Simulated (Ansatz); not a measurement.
Al2P2

```xyz
4

Al    0.2311    1.8586   -1.3310
Al   -0.2313   -1.8582    1.3314
P    -0.5263   -0.4762   -0.7562
P     0.5266    0.4758    0.7557
```

Geometry: PBE-D4/def2-TZVP.

These are results of Ansatz, RKS PBE0-D4/def2-TZVP, not measurements.

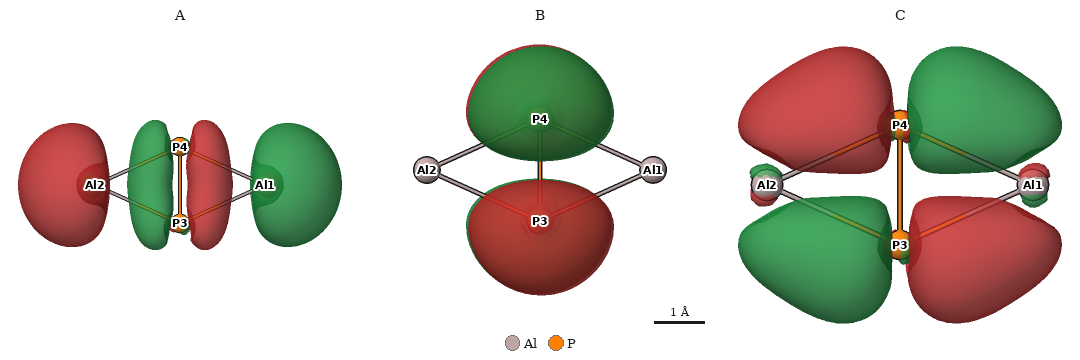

Figure 1. Three frontier orbitals at ±0.08 Å⁻³ᐟ² (green and red are the two phases), in no order.

### Order the three orbitals by energy and name them.

C is the HOMO−1 (−6.46 eV). By Hirshfeld shares it lies mainly on P3 (about 35 %), P4 (about 35 %), Al1 (about 15 %) and Al2 (about 15 %); it is symmetric in the molecular plane (an in-plane orbital: σ, lone-pair or in-plane π type); it is gerade (even under inversion). A is the HOMO (−5.69 eV). Its weight (Hirshfeld) is mainly on Al1 (about 40 %), Al2 (about 40 %), P3 (about 10 %) and P4 (about 10 %); it is symmetric in the molecular plane (an in-plane orbital: σ, lone-pair or in-plane π type); it is ungerade (odd under inversion). B is the LUMO (−3.22 eV). By Hirshfeld shares it lies mainly on P3 (about 45 %) and P4 (about 45 %); it changes sign across the molecular plane (π type); it is gerade (even under inversion); π-antibonding (a node) across P3–P4.

### What is the HOMO–LUMO gap?

2.47 eV between the orbital energies.

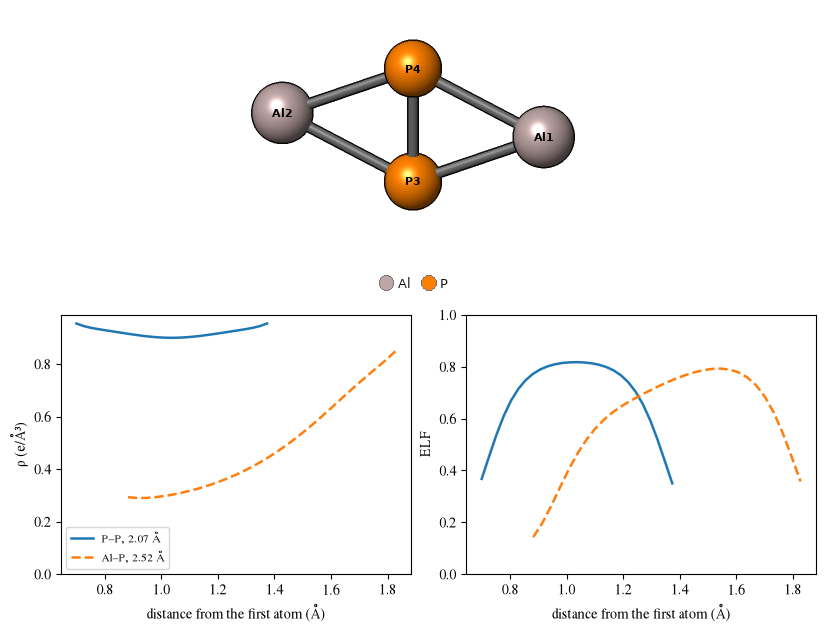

Figure 2. Total electron density and ELF along straight lines between neighbouring atoms. The curves leave out the atomic cores. The structure is drawn too.

### Compare the contacts.

P–P (2.07 Å): ρ at the midpoint is about 0.9 e/Å³; the ELF peaks at about 0.80 between the atoms (a shared electron pair).
Al–P (2.52 Å): ρ is about 0.38 e/Å³ halfway, with its minimum of 0.29 e/Å³ about 0.9 Å from Al; the ELF peaks at about 0.80 in the valence shell of P, 1.0 Å from its nucleus, and is about 0.70 at the midpoint.

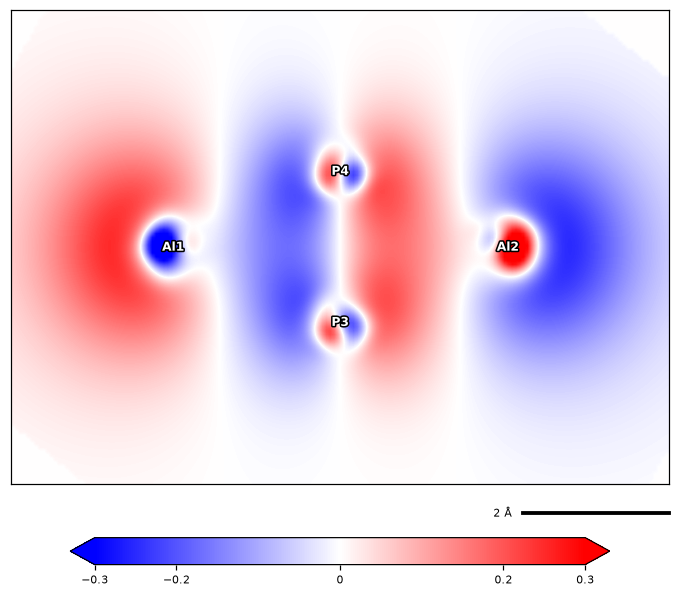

Figure 3. One frontier orbital on the molecular plane (values in Å⁻³ᐟ²; the overall sign is arbitrary).

### Which orbital is it: HOMO or LUMO?

The HOMO, at −5.69 eV. By Hirshfeld shares it lies mainly on Al1 (about 40 %), Al2 (about 40 %), P3 (about 10 %) and P4 (about 10 %); it is symmetric in the molecular plane (an in-plane orbital: σ, lone-pair or in-plane π type); it is ungerade (odd under inversion).
